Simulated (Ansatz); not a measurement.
```yaml
atoms:
  - { symbol: Ga, position_ang: [-0.3102, -0.7183, 0.0262] }
  - { symbol: H, position_ang: [1.4753, 1.0441, -0.8384] }
  - { symbol: Cl, position_ang: [-0.6800, -1.4439, -1.9227] }
  - { symbol: Cl, position_ang: [1.2773, -1.5257, 1.1888] }
  - { symbol: H, position_ang: [0.8605, 1.4724, -0.7944] }
  - { symbol: O, position_ang: [-1.4199, 0.4713, 0.7163] }
  - { symbol: H, position_ang: [-1.2030, 0.6999, 1.6241] }
```

The product side of a reaction path; geometry: PBE0-D4/def2-TZVP.

Method: RKS PBE0-D4/def2-TZVPP in Ansatz.

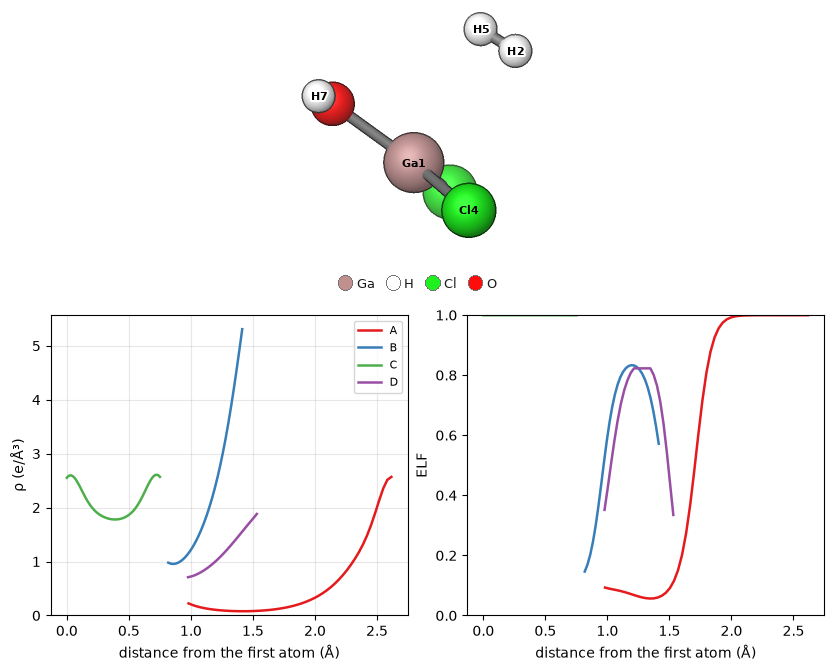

Cl2GaHO···H2. Electron density and electron localisation function along straight lines between neighbouring atoms. The curves leave out the atomic cores. The structure is drawn too.

### Which curve belongs to which contact (Ga–Cl, Ga–H, Ga–O and H–H)? The first atom named is at distance zero.

Curve A: Ga1···H5 (2.62 Å): the density falls to about 0.08 e/Å³ on the way; the ELF dips to about 0.05 between them. Curve B: Ga–O (1.77 Å): the density is about 0.97 e/Å³ at the midpoint; the ELF peaks at about 0.85 in the valence shell of O, 0.6 Å from its nucleus, and is about 0.25 at the midpoint. Curve C: H–H (0.75 Å): ρ is about 1.8 e/Å³ halfway; the ELF peaks at about 1 between the atoms. Curve D: Ga–Cl (2.11 Å): ρ at the midpoint is about 0.77 e/Å³; the ELF peaks at about 0.80 in the valence shell of Cl, 0.9 Å from its nucleus, and is about 0.60 at the midpoint.
